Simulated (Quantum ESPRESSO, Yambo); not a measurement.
**In2O3 (R-3c): G0W0 in Yambo against the bands**

Aim: move the bands of a G0W0 run on In2O3 (R-3c) over a wide range.

Program: Yambo 5.3.0. Level of theory: LDA and many-body steps on it, plane waves. Results are calculated unless marked as measured.

## (1) The structure

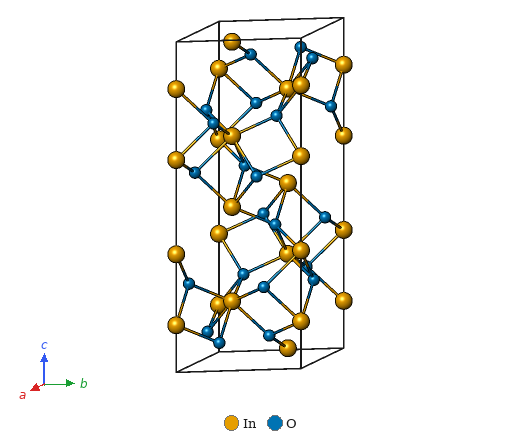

The starting structure, seen slightly off an axis (indium orange, oxygen blue). This picture shows the conventional cell, with its axes. Some periodic images of atoms are drawn too.

Coordinates:

```cif
data_structure
_symmetry_space_group_name_H-M 'P 1'
_symmetry_Int_Tables_number 1
_cell_length_a 5.7818
_cell_length_b 5.7818
_cell_length_c 5.7818
_cell_angle_alpha 56.655
_cell_angle_beta 56.655
_cell_angle_gamma 56.655
_cell_volume 126.11
loop_
_atom_site_label
_atom_site_type_symbol
_atom_site_fract_x
_atom_site_fract_y
_atom_site_fract_z
_atom_site_occupancy
In1 In 0.35731 0.35731 0.35731 1
In2 In 0.14269 0.14269 0.14269 1
In3 In 0.64269 0.64269 0.64269 1
In4 In 0.85731 0.85731 0.85731 1
O5 O 0.54800 0.95200 0.25000 1
O6 O 0.25000 0.54800 0.95200 1
O7 O 0.95200 0.25000 0.54800 1
O8 O 0.45200 0.04800 0.75000 1
O9 O 0.75000 0.45200 0.04800 1
O10 O 0.04800 0.75000 0.45200 1
```

The cell and positions come from the Crystallography Open Database and are kept as given unless a step says otherwise. This is not the form that In2O3 usually takes at ambient conditions.

## (2) 74 bands

This step: Yambo 5.3.0; G0W0 on LDA, plane waves, norm-conserving pseudopotentials.

Now the one-shot GW correction: screening in the RPA, then the self-energy of the levels asked for.

gw1.in

```
HF_and_locXC
gw0
dyson
ppa
em1d
rim_cut
RandQpts= 1000000
RandGvec= 1 RL
EXXRLvcs= 80 Ry
VXCRLvcs= 320 Ry
Chimod= "HARTREE"
% BndsRnXp
 1 | 74 |
%
NGsBlkXp= 6.5 Ry
% LongDrXp
 1 | 1 | 1 |
%
% GbndRnge
 1 | 74 |
%
DysSolver= "n"
ExtendOut
PPAPntXp= 27.21138 eV
% QPkrange
 2 | 2 | 59 | 62 |
 1 | 1 | 59 | 62 |
%
```

Command:

```console
$ OMP_NUM_THREADS=2 mpirun -n 4 yambo -F gw1.in -J gw1 -C gw1 > gw1.log
```

Output:

```text
 Yambo, version 5.3.0

 [02] CORE Variables Setup
 =========================

  [... cell, symmetries and grids as in the set-up ...]

  [02.05] Energies & Occupations
  ==============================

  [X] === General ===
  [X] Electronic Temperature                        :  0.000000  0.000000 [eV K]
  [X] Bosonic    Temperature                        :  0.000000  0.000000 [eV K]
  [X] Finite Temperature mode                       : no
  [X] El. density                                   :  0.95156E+24 [cm-3]
  [X] Fermi Level                                   :  10.70078 [eV]

  [X] === Gaps and Widths ===
  [X] Conduction Band Min                           :  1.205638 [eV]
  [X] Valence Band Max                              :  0.000000 [eV]
  [X] Filled Bands                                  :   60
  [X] Empty Bands                                   :   61  304
  [X] Direct Gap                                    :  1.253660 [eV]
  [X] Direct Gap localized at k                     :  1
  [X] Indirect Gap                                  :  1.205638 [eV]
  [X] Indirect Gap between kpts                     :  2  1
  [X] Last valence band width                       :  0.190263 [eV]
  [X] 1st conduction band width                     :  4.259408 [eV]

 [03] Transferred momenta grid and indexing
 ==========================================

 IBZ Q-points                                      :  14
 BZ  Q-points                                      :   64

 K/Q-points units:
 rlu = crystal or reduced units; cc = cartesian coordinates; iku = interal k-units

 Q [ 1]         [rlu]:  0.000000  0.000000  0.000000
 Q [ 2]         [rlu]:  0.24296E-16  0.24296E-16  0.25000
 Q [ 3]         [rlu]: -0.10915E-15 -0.10915E-15 -0.50000
 Q [ 4]         [rlu]:  0.66263E-16  0.25000      0.25000
 Q [ 5]         [rlu]: -0.28042E-16  0.25000      0.50000
 Q [ 6]         [rlu]: -0.30640E-16  0.25000     -0.25000
 Q [ 7]         [rlu]:  0.84487E-16 -0.50000     -0.50000
 Q [ 8]         [rlu]:  0.250000  0.250000  0.250000
 Q [ 9]         [rlu]:  0.250000  0.250000  0.500000
 Q [10]         [rlu]:  0.250000  0.250000 -0.250000
 Q [11]         [rlu]:  0.250000  0.500000  0.500000
 Q [12]         [rlu]:  0.250000  0.500000  0.750000
 Q [13]         [rlu]: -0.500000 -0.500000 -0.500000
 Q [14]         [rlu]: -0.25000      0.28042E-16 -0.50000

 [04] Coloumb potential Random Integration (RIM)
 ===============================================

  [04.01] RIM initialization
  ==========================

  * Diagonal components only detected *

  8 x (sBL volume)        :  0.036434 [a.u.]
  sBZ random points       :  1000000
  Points outside the sBZ  :   7968061
  RL volume               :  0.291472 [a.u.]
  Integrated volume       :  0.292640 [a.u.]

  [04.02] RIM integrals
  =====================

  Gamma point sphere radius             :  0.060134 [a.u.]
  Points outside the sphere             :   800578
  [Int_sBZ(q=0) 1/q^2]*(Vol_sBZ)^(-1/3) =:  7.773960
                                 should be <:  7.795600

  Summary of Coulomb integrals for non-metallic bands |Q|[au] RIM/Bare

  Q [1] 0.100000E-4 0.997224 * Q [8] 0.171860 1.050492
  Q [2] 0.184068 1.076153 * Q [4] 0.209108 1.069072
  Q [9] 0.288284 1.028846 * Q [6] 0.302981 1.031278
  Q [11] 0.335624 1.021607 * Q [13] 0.343720 1.016914
  Q [14] 0.348330 1.023015 * Q [5] 0.348330 1.024215
  Q [10] 0.354512 1.023735 * Q [3] 0.368136 1.021084
  Q [7] 0.418217 1.017025 * Q [12] 0.458193 1.014118

 [WARNING] [Xp] User bands 1-74 break level degeneracy

 [05] Dipoles
 ============

  [05.01] Setup: observables and procedures
  =========================================

  [WARNING] [x,Vnl] slows the Dipoles computation. To neglect it rename the ns.kb_pp file

 [06] Dynamic Dielectric Matrix (PPA)
 ====================================

 [WR./gw1//ndb.pp]---------------------------------------------------------------
  Brillouin Zone Q/K grids (IBZ/BZ)                :   14   64   14   64
  RL vectors                                       :  12255 [WF]
  Coulomb cutoff potential                         : none
  Electronic Temperature                           :  0.000000 [K]
  Bosonic    Temperature                           :  0.000000 [K]
  PPA    diel. fun.  energies                      : Slater exchange(X)+Perdew & Wang(C)
  wavefunctions                                    : Slater exchange(X)+Perdew & Wang(C)
  Global Gauge                                     : length
  X matrix size                                    :  211
  X band range                                     :    1   74
  X e/h energy range                               : -1.000000 -1.000000 [eV]
  X Time ordering                                  : R
  X Hxc Kernel                                     : HARTREE
  X Drude frequency                                :  0.000000  0.000000
  X poles                                          :  100.0000 [o/o]
  RL vectors in the sum                            :  12255
  [r,Vnl] included                                 : yes
  Field direction                                  :  0.577350E-5  0.577350E-5  0.577350E-5
  BZ energy Double Grid                            : no
  BZ energy DbGd points                            : 0
  BZ Q point size factor                           : -1.000000
  X Optical Averaged directions                    : none

 [07] Local Exchange-Correlation + Non-Local Fock
 ================================================

 [VXC] Plane waves :   82163
 [EXS] Plane waves :  10293

 QP @ state[ 1 ] K range:  1  2
 QP @ state[ 1 ] b range:   59   62

 [xc] Functional : Slater exchange(X)+Perdew & Wang(C)
 [xc] LIBXC used to calculate xc functional
  PP Number of Atomic Species                      :  2
  NLCC RL compoments                               :   82163
  PP Number of Atomic Species                      :  2
  NLCC RL compoments                               :   82163

 [xc] E_xc :  -85.95239 [Ha]
      E_xc :  -171.9048 [Ry]

  Local XC kind (lXC) : Slater exchange(X)+Perdew & Wang(C)
  Non-Local XC kind (nlXC) : Hartree-Fock

  Corrections @ K [1] :  [eV]
 <59|nlXC|59> = -26.00285 -0.38736E-17 <59|lXC|59> = -20.93320 -0.70806E-16
 <60|nlXC|60> = -26.00285 -0.17000E-16 <60|lXC|60> = -20.93320  0.000000
 <61|nlXC|61> = -11.26506  0.11034E-17 <61|lXC|61> = -15.06727 -0.18882E-15
 <62|nlXC|62> = -8.381807 -0.63821E-18 <62|lXC|62> = -13.71212  0.000000

  Corrections @ K [2] :  [eV]
 <59|nlXC|59> = -25.42791  0.43032E-17 <59|lXC|59> = -20.06624 -0.23602E-15
 <60|nlXC|60> = -25.60187  0.18029E-17 <60|lXC|60> = -20.26663 -0.94408E-16
 <61|nlXC|61> = -13.25494  0.28418E-17 <61|lXC|61> = -16.80525  0.000000
 <62|nlXC|62> = -11.23868 -0.70345E-20 <62|lXC|62> = -16.82032 -0.18882E-15

 [08] Dyson equation: Newton solver
 ==================================

  [08.01] G0W0 (W PPA)
  ====================

  [  GW  ] Bands range     :    1   74
  [GW/PPA] G damping       :  0.100000 [eV]

  QP @ state[ 1 ] K range:  1  2
  QP @ state[ 1 ] b range:   59   62

   Sc/G bands                                       :    1   74
   Sc/G damping                                     :  0.100000 ev
   Sc bands terminator                              : no
   Sx RL components                                 :  10293

   QP @ state[ 1 ] K range                          :  1  2
   QP @ state[ 1 ] b range                          :   59   62
   GF energies kind                                 : Slater exchange(X)+Perdew & Wang(C)
   GF WF`s kind                                     : Slater exchange(X)+Perdew & Wang(C)
   Xs energies kind                                 : Slater exchange(X)+Perdew & Wang(C)
   Xs WF`s kind                                     : Slater exchange(X)+Perdew & Wang(C)

 [11] Game Over & Game summary
```

Elapsed: 1.8 min, on 4 MPI ranks of Arm Neoverse V2, shared host; peak memory 9.4 GiB.

Numbers from this step:

```yaml
g0w0_gap_on_the_points_computed: 3.319 eV
starting_gap_on_the_mesh: 1.206 eV
k_of_the_valence_top: 0, 0, 0.25
k_of_the_conduction_bottom: 0, 0, 0
least_direct_g0w0_gap_on_the_computed_points: 3.373 eV
z_at_the_valence_top: 0.7456
z_at_the_conduction_bottom: 0.8322
```

The gap on the mesh goes from 1.21 eV to 3.32 eV, a correction of +2.11 eV.

## (3) 90 bands

gw2.in, as its differences from gw1.in of step 2:

```diff
@@ -12,3 +12,3 @@
 % BndsRnXp
- 1 | 74 |
+ 1 | 90 |
 %
@@ -19,3 +19,3 @@
 % GbndRnge
- 1 | 74 |
+ 1 | 90 |
 %
```

Command:

```console
$ OMP_NUM_THREADS=2 mpirun -n 4 yambo -F gw2.in -J gw2 -C gw2 > gw2.log
```

Output:

```text
 Yambo, version 5.3.0

 [02] CORE Variables Setup
 =========================

  [... cell, symmetries and grids as in the set-up ...]

  [02.05] Energies & Occupations
  ==============================

  [X] === General ===
  [X] Electronic Temperature                        :  0.000000  0.000000 [eV K]
  [X] Bosonic    Temperature                        :  0.000000  0.000000 [eV K]
  [X] Finite Temperature mode                       : no
  [X] El. density                                   :  0.95156E+24 [cm-3]
  [X] Fermi Level                                   :  10.70078 [eV]

  [X] === Gaps and Widths ===
  [X] Conduction Band Min                           :  1.205638 [eV]
  [X] Valence Band Max                              :  0.000000 [eV]
  [X] Filled Bands                                  :   60
  [X] Empty Bands                                   :   61  304
  [X] Direct Gap                                    :  1.253660 [eV]
  [X] Direct Gap localized at k                     :  1
  [X] Indirect Gap                                  :  1.205638 [eV]
  [X] Indirect Gap between kpts                     :  2  1
  [X] Last valence band width                       :  0.190263 [eV]
  [X] 1st conduction band width                     :  4.259408 [eV]

 [03] Transferred momenta grid and indexing
 ==========================================

 IBZ Q-points                                      :  14
 BZ  Q-points                                      :   64

 K/Q-points units:
 rlu = crystal or reduced units; cc = cartesian coordinates; iku = interal k-units

 Q [ 1]         [rlu]:  0.000000  0.000000  0.000000
 Q [ 2]         [rlu]:  0.24296E-16  0.24296E-16  0.25000
 Q [ 3]         [rlu]: -0.10915E-15 -0.10915E-15 -0.50000
[...]
[VXC] Plane waves :   82163
 [EXS] Plane waves :  10293

 QP @ state[ 1 ] K range:  1  2
 QP @ state[ 1 ] b range:   59   62

 [xc] Functional : Slater exchange(X)+Perdew & Wang(C)
 [xc] LIBXC used to calculate xc functional
  PP Number of Atomic Species                      :  2
  NLCC RL compoments                               :   82163
  PP Number of Atomic Species                      :  2
  NLCC RL compoments                               :   82163

 [xc] E_xc :  -85.95239 [Ha]
      E_xc :  -171.9048 [Ry]

  Local XC kind (lXC) : Slater exchange(X)+Perdew & Wang(C)
  Non-Local XC kind (nlXC) : Hartree-Fock

  Corrections @ K [1] :  [eV]
 <59|nlXC|59> = -26.00285 -0.38736E-17 <59|lXC|59> = -20.93320 -0.70806E-16
 <60|nlXC|60> = -26.00285 -0.17000E-16 <60|lXC|60> = -20.93320  0.000000
 <61|nlXC|61> = -11.26506  0.11034E-17 <61|lXC|61> = -15.06727 -0.18882E-15
[...]
Corrections @ K [2] :  [eV]
[...]
<61|nlXC|61> = -13.25494  0.28418E-17 <61|lXC|61> = -16.80525  0.000000
 <62|nlXC|62> = -11.23868 -0.70345E-20 <62|lXC|62> = -16.82032 -0.18882E-15

 [08] Dyson equation: Newton solver
 ==================================

  [08.01] G0W0 (W PPA)
  ====================

  [  GW  ] Bands range     :    1   90
  [GW/PPA] G damping       :  0.100000 [eV]

  QP @ state[ 1 ] K range:  1  2
  QP @ state[ 1 ] b range:   59   62

   Sc/G bands                                       :    1   90
   Sc/G damping                                     :  0.100000 ev
   Sc bands terminator                              : no
   Sx RL components                                 :  10293

   QP @ state[ 1 ] K range                          :  1  2
   QP @ state[ 1 ] b range                          :   59   62
   GF energies kind                                 : Slater exchange(X)+Perdew & Wang(C)
   GF WF`s kind                                     : Slater exchange(X)+Perdew & Wang(C)
   Xs energies kind                                 : Slater exchange(X)+Perdew & Wang(C)
   Xs WF`s kind                                     : Slater exchange(X)+Perdew & Wang(C)

 [11] Game Over & Game summary
```

Run time: 3.1 min. Hardware: 4 MPI ranks; peak memory 9.4 GiB; 22 min of CPU time.

This step gave:

```
G0W0 gap on the points computed              : 2.938 eV
starting gap on the mesh                     : 1.206 eV
k of the valence top                         : 0, 0, 0.25
k of the conduction bottom                   : 0, 0, 0
least direct G0W0 gap on the computed points : 2.970 eV
Z at the valence top                         : 0.7616
Z at the conduction bottom                   : 0.8359
```

Against the run before, the gap moves by −0.381 eV.

## (4) 121 bands

gw3.in, as its differences from gw2.in of step 3:

```diff
@@ -12,3 +12,3 @@
 % BndsRnXp
- 1 | 90 |
+ 1 | 121 |
 %
@@ -19,3 +19,3 @@
 % GbndRnge
- 1 | 90 |
+ 1 | 121 |
 %
```

Command:

```console
$ OMP_NUM_THREADS=2 mpirun -n 4 yambo -F gw3.in -J gw3 -C gw3 > gw3.log
```

Output:

```text
 Yambo, version 5.3.0

 [02] CORE Variables Setup
 =========================

  [... cell, symmetries and grids as in the set-up ...]

  [02.05] Energies & Occupations
  ==============================

  [X] === General ===
  [X] Electronic Temperature                        :  0.000000  0.000000 [eV K]
  [X] Bosonic    Temperature                        :  0.000000  0.000000 [eV K]
  [X] Finite Temperature mode                       : no
  [X] El. density                                   :  0.95156E+24 [cm-3]
[...]
Sc/G damping                                     :  0.100000 ev
   Sc bands terminator                              : no
   Sx RL components                                 :  10293

   QP @ state[ 1 ] K range                          :  1  2
   QP @ state[ 1 ] b range                          :   59   62
   GF energies kind                                 : Slater exchange(X)+Perdew & Wang(C)
   GF WF`s kind                                     : Slater exchange(X)+Perdew & Wang(C)
   Xs energies kind                                 : Slater exchange(X)+Perdew & Wang(C)
   Xs WF`s kind                                     : Slater exchange(X)+Perdew & Wang(C)

 [11] Game Over & Game summary
```

It took 5.7 min on 4 MPI ranks; peak memory 9.5 GiB.

Numbers from this step:

- G0W0 gap on the points computed: 2.696 eV
- starting gap on the mesh: 1.206 eV
- k of the valence top: 0, 0, 0.25
- k of the conduction bottom: 0, 0, 0
- least direct G0W0 gap on the computed points: 2.712 eV

Against the run before, the gap moves by −0.242 eV.

## (5) 173 bands

gw4.in, as its differences from gw3.in of step 4:

```diff
@@ -12,3 +12,3 @@
 % BndsRnXp
- 1 | 121 |
+ 1 | 173 |
 %
@@ -19,3 +19,3 @@
 % GbndRnge
- 1 | 121 |
+ 1 | 173 |
 %
```

Command:

```console
$ OMP_NUM_THREADS=2 mpirun -n 4 yambo -F gw4.in -J gw4 -C gw4 > gw4.log
```

Output:

```text
 Yambo, version 5.3.0

 [02] CORE Variables Setup
 =========================

  [... cell, symmetries and grids as in the set-up ...]

  [02.05] Energies & Occupations
  ==============================

  [X] === General ===
  [X] Electronic Temperature                        :  0.000000  0.000000 [eV K]
  [X] Bosonic    Temperature                        :  0.000000  0.000000 [eV K]
  [X] Finite Temperature mode                       : no
  [X] El. density                                   :  0.95156E+24 [cm-3]
[...]
Sc/G damping                                     :  0.100000 ev
   Sc bands terminator                              : no
   Sx RL components                                 :  10293

   QP @ state[ 1 ] K range                          :  1  2
   QP @ state[ 1 ] b range                          :   59   62
   GF energies kind                                 : Slater exchange(X)+Perdew & Wang(C)
   GF WF`s kind                                     : Slater exchange(X)+Perdew & Wang(C)
   Xs energies kind                                 : Slater exchange(X)+Perdew & Wang(C)
   Xs WF`s kind                                     : Slater exchange(X)+Perdew & Wang(C)

 [11] Game Over & Game summary
```

Elapsed: 9.9 min, on 4 MPI ranks; peak memory 9.5 GiB.

Numbers from this step:

```
G0W0 gap on the points computed              : 2.525 eV
starting gap on the mesh                     : 1.206 eV
k of the valence top                         : 0, 0, 0.25
k of the conduction bottom                   : 0, 0, 0
least direct G0W0 gap on the computed points : 2.528 eV
```

Against the run before, the gap moves by −0.171 eV.

## (6) 234 bands

gw5.in, as its differences from gw4.in of step 5:

```diff
@@ -12,3 +12,3 @@
 % BndsRnXp
- 1 | 173 |
+ 1 | 234 |
 %
@@ -19,3 +19,3 @@
 % GbndRnge
- 1 | 173 |
+ 1 | 234 |
 %
```

Command:

```console
$ OMP_NUM_THREADS=2 mpirun -n 4 yambo -F gw5.in -J gw5 -C gw5 > gw5.log
```

Output:

```text
 Yambo, version 5.3.0

 [02] CORE Variables Setup
 =========================

  [... cell, symmetries and grids as in the set-up ...]

  [02.05] Energies & Occupations
  ==============================

  [X] === General ===
  [X] Electronic Temperature                        :  0.000000  0.000000 [eV K]
  [X] Bosonic    Temperature                        :  0.000000  0.000000 [eV K]
  [X] Finite Temperature mode                       : no
  [X] El. density                                   :  0.95156E+24 [cm-3]
[...]
Sc/G damping                                     :  0.100000 ev
   Sc bands terminator                              : no
   Sx RL components                                 :  10293

   QP @ state[ 1 ] K range                          :  1  2
   QP @ state[ 1 ] b range                          :   59   62
   GF energies kind                                 : Slater exchange(X)+Perdew & Wang(C)
   GF WF`s kind                                     : Slater exchange(X)+Perdew & Wang(C)
   Xs energies kind                                 : Slater exchange(X)+Perdew & Wang(C)
   Xs WF`s kind                                     : Slater exchange(X)+Perdew & Wang(C)

 [11] Game Over & Game summary
```

It took 15 min on 4 MPI ranks; peak memory 9.6 GiB.

This step gave:

```yaml
g0w0_gap_on_the_points_computed: 2.455 eV
starting_gap_on_the_mesh: 1.206 eV
k_of_the_valence_top: 0, 0, 0
k_of_the_conduction_bottom: 0, 0, 0
least_direct_g0w0_gap_on_the_computed_points: 2.455 eV
```

Against the run before, the gap moves by −0.071 eV.

## (7) The runs together

Times are wall times on 4 MPI ranks of Arm Neoverse V2, shared host, good to a factor of about two.

| run | mesh | bands | screening cutoff (eV) | DFT gap (eV) | gap on the mesh (eV) | direct (eV) | time |
| --- | --- | --- | --- | --- | --- | --- | --- |
| 74 bands | 4×4×4 | 74 | 88.4 | 1.206 | 3.319 | 3.373 | 1.8 min |
| 90 bands | 4×4×4 | 90 | 88.4 | 1.206 | 2.938 | 2.970 | 3.1 min |
| 121 bands | 4×4×4 | 121 | 88.4 | 1.206 | 2.696 | 2.712 | 5.7 min |
| 173 bands | 4×4×4 | 173 | 88.4 | 1.206 | 2.525 | 2.528 | 9.9 min |
| 234 bands | 4×4×4 | 234 | 88.4 | 1.206 | 2.455 | 2.455 | 15 min |

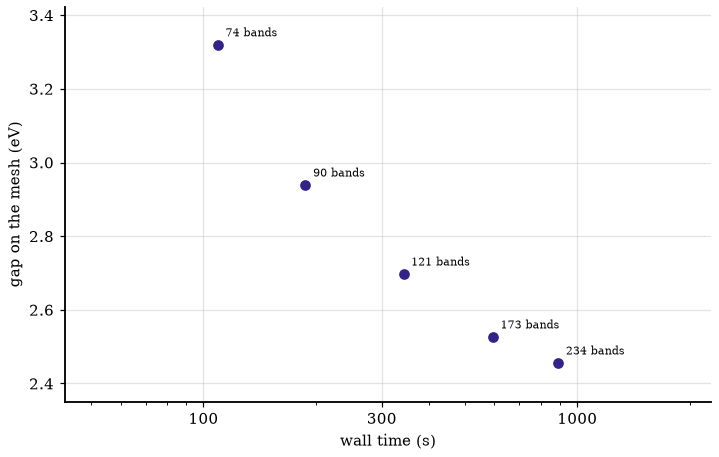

Result against wall time.

## (8) What came out

```json
{
 "74 bands": "3.319 eV",
 "90 bands": "2.938 eV",
 "121 bands": "2.696 eV",
 "173 bands": "2.525 eV",
 "234 bands": "2.455 eV",
 "known limits": "not at the basis limit; no spin-orbit coupling"
}
```

The setting moved: bands. From 74 bands to 234 bands the gap moves by −0.86 eV, for 8.1 times the time. The last step still moves it by −0.071 eV. Bands and screening cutoff are coupled, so a series along one setting does not show full convergence. Bands and cutoff are finite, so the gap is not at the basis limit. The miss can reach some tenths of an eV and take either sign; the mesh is an error of its own. In the G0W0 runs levels were corrected at 2 k points alone, so a gap called «on the mesh» is the least over those, and an edge elsewhere would be missed. The many-body steps are scalar-relativistic: spin-orbit coupling is not in them.

[Paths, hosts, dates, memory and timing lines, banners, echoed tables and standing remarks are left out of the program output.]

[Logs are printed without paths, hosts, clocks, repeated set-up lines and the standing remarks that a program may print on its own settings, such as how far it seeks lower states.]

[Runs of the session that timed out or met a known fault of the program may be left out.]

[Hosts, paths, dates, database ids (printed as entryN), source tags and the programs' standing remarks are cut or masked in the printed files.]
